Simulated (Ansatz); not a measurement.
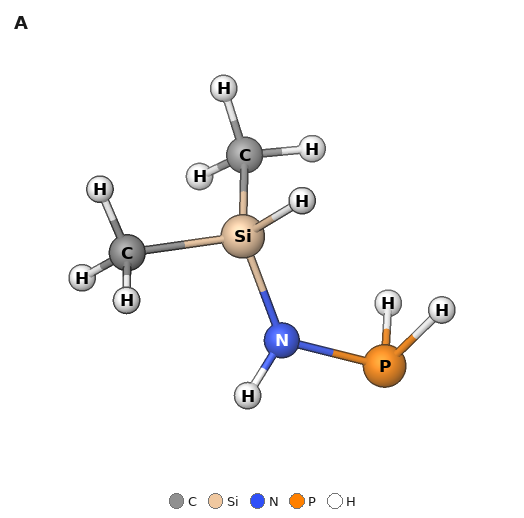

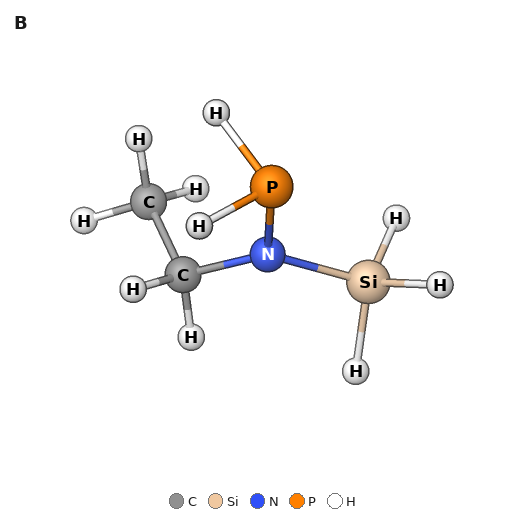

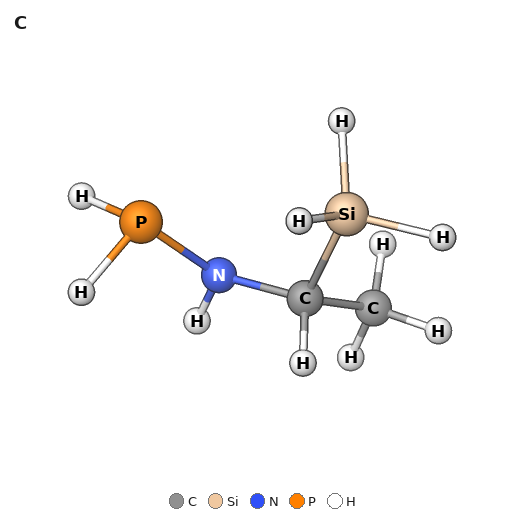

3 stationary structures of one formula. Geometries: PBE-D4/def2-SVP. Electronic energies: PBE-D4/def2-SVP (Ansatz 0.2.0), without zero-point energy. No frequency run is at hand to confirm each as a minimum. Each is one conformer, not always the lowest.

Rank them by energy, lowest first.

Answer. A is lowest; B lies 1.004 eV above it, C lies 1.688 eV above it. A is `C[SiH](C)NP`, B is `CCN([SiH3])P`, C is `C[C@@H]([SiH3])NP`.
